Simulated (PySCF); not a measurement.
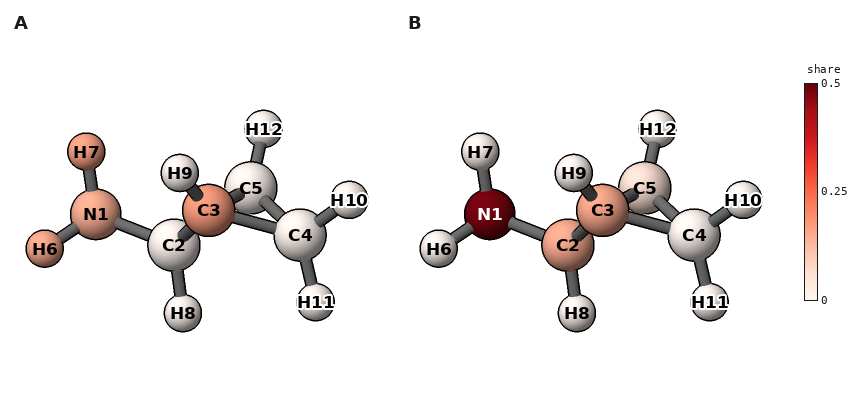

Each panel colours the atoms by their Löwdin share in one orbital (up to four of the largest shares; other atoms are shown as zero). The computed structure is the end point of a GFN2-xTB optimisation. No frequency run is at hand to confirm it as a minimum. Computed with ωB97X-D/def2-SVPD (PySCF 2.14.0).

Question: The panels show the HOMO, LUMO, in some order. Which is which?

Answer: A: LUMO, 2.62 eV; C3 0.17, H7 0.16, H6 0.15, N1 0.14
B: HOMO, −8.59 eV; N1 0.48, C3 0.15, C2 0.15, C5 0.05
